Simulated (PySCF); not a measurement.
C$_{4}$H$_{9}$ClO$_{3}$Si

```csv
atom,x (Å),y (Å),z (Å)
C,-2.4246,0.2499,-0.9760
O,-1.5912,0.6345,0.1016
C,-0.8996,-0.4178,0.6805
C,-0.0706,0.1505,1.8499
O,1.2373,0.3389,1.4007
Si,1.5334,-0.5367,0.0511
C,2.2957,0.5684,-1.2934
Cl,3.0393,-0.4719,-2.5278
O,-0.0135,-1.0102,-0.2185
H,-3.1844,-0.4632,-0.6368
H,-1.8399,-0.2044,-1.7802
H,-2.9017,1.1610,-1.3291
H,-1.5999,-1.2040,1.0123
H,-0.4856,1.1112,2.1575
H,-0.0698,-0.5480,2.6906
H,2.3005,-1.7461,0.3051
H,1.5739,1.1982,-1.8109
H,3.0918,1.1960,-0.9016
```

Geometry: GFN2-xTB.

Method: PBE0/pcSseg-1, SCF density, gas phase, non-relativistic in PySCF 2.14.0.

Question: What will maps of the electron density and electron localisation function show?

Answer: C–O (1.39 Å): the density is about 2.2 e/Å³ at the midpoint, with its minimum of 1.9 e/Å³ about 0.5 Å from C; the ELF peaks at about 0.90 between the atoms, as expected for a polar covalent bond.
C–C (1.54 Å): the density is about 1.7 e/Å³ at the midpoint; the ELF peaks at about 0.95 between the atoms, as expected for a covalent bond.
C–H (1.09 Å): ρ is about 2.1 e/Å³ halfway; the ELF climbs to about 1 towards the hydrogen, as it does in any bond to H (an ordinary covalent bond to hydrogen).

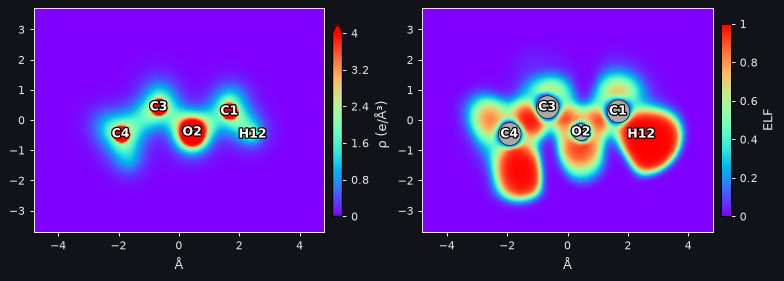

Computed electron density and electron localisation function on the plane of atoms C1, O2 and C3, in this order. Grey discs cover the atomic cores in the ELF map. 
